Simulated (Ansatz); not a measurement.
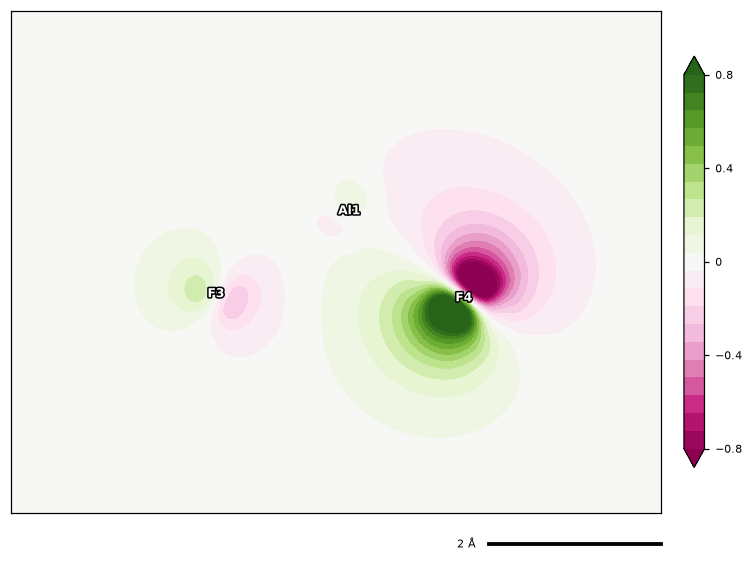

*AlF₃ (triplet). The HOMO−1 (α) on the plane of atoms F3, Al1 and F4 (values in Å⁻³ᐟ²; the overall sign is arbitrary).*

Geometry: PBE-D4/def2-TZVP.

All numbers below come from UKS PBE0-D4/def2-TZVP (Ansatz 0.2.0).

```xyz
4

Al   -0.0853    0.6500   -0.2049
F     0.8971   -0.1324    1.1144
F     0.8882   -0.7517   -0.8388
F    -1.7001    0.2341   -0.0706
```

Where does this orbital lie, and at what energy?

Answer. Its weight (Hirshfeld) is mainly on F4 (about 90 %); largely a lone pair of F4. Its energy is −11.53 eV.
